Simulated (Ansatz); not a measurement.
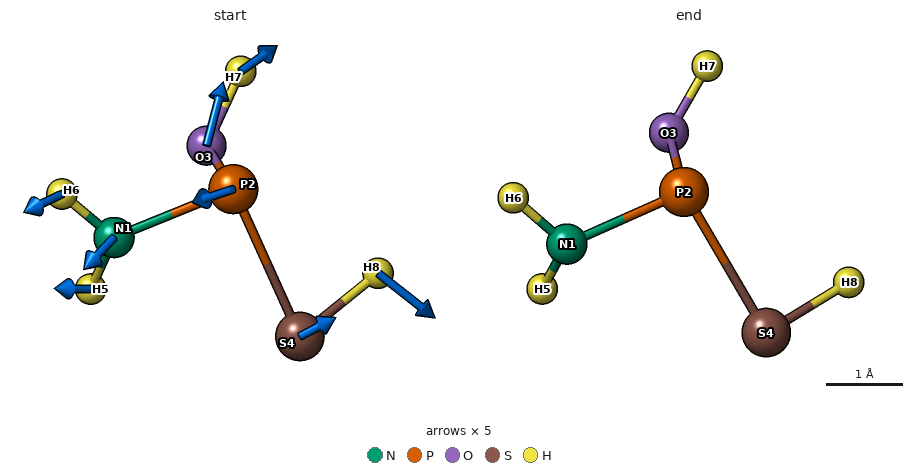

The structure of PNH4SO before (left) and after (right) a relaxation, at one scale. The blue arrows give the displacements, 5 times their true length.

The picture is a ball-and-stick view, seen from a free direction.

Level of theory: RKS rPW86-PBE-d3bjatm/cc-pVTZ-DK in Ansatz 0.2.0.

Input file:
```yaml
crystal:
  periodic: [false, false, false]
  atoms:
    - {symbol: N, position_ang: [-0.192493, 1.285840, 0.426304]}
    - {symbol: P, position_ang: [-0.300811, -0.390240, 0.674200]}
    - {symbol: O, position_ang: [1.256806, -0.571971, -0.132174]}
    - {symbol: S, position_ang: [-1.519143, -0.697471, -1.164671]}
    - {symbol: H, position_ang: [-0.030985, 1.636630, -0.589122]}
    - {symbol: H, position_ang: [0.239300, 1.798669, 1.103372]}
    - {symbol: H, position_ang: [1.694774, -1.290666, 0.546549]}
    - {symbol: H, position_ang: [-1.030386, -2.017868, -1.053479]}
basis:
  gaussian: {orbitals: cc-pVTZ-DK}
hamiltonian: {xc: {name: rPW86-PBE}, dispersion: d3bjatm}
relax: {f_tol: 0.0001, max_steps: 2}
```

Launched with:
```bash
ansatz run in.yaml --threads 2 --pin off --events-out ev --progress --plain --max-ram 4352MiB
```

Question: Summarise the run.

Answer: The relaxation stopped without meeting its thresholds, so the last structure isn't shown to be converged. The input was poor on purpose: steps. Over 1 geometry step the energy falls by 0.760 eV. Largest force component: 3.7 eV/Å at the start, 1.9 eV/Å at the end. H8 moves most after the best rigid fit: 0.20 Å. By element the largest moves are H 0.20 Å, O 0.18 Å, P 0.15 Å, N 0.14 Å, S 0.12 Å. Some distances before and after: O3–H7 1.081 → 1.014 Å, N1–H5 1.086 → 1.037 Å, N1–H6 0.953 → 0.997 Å, S4–H8 1.412 → 1.388 Å. Among the angles between lasting bonds that change: N1–P2–O3 88.8° → 101.7°, P2–S4–H8 82.8° → 94.5°, P2–O3–H7 98.0° → 105.6°. Cost: 14 s on 2 threads of Arm Neoverse V1 (shared host).
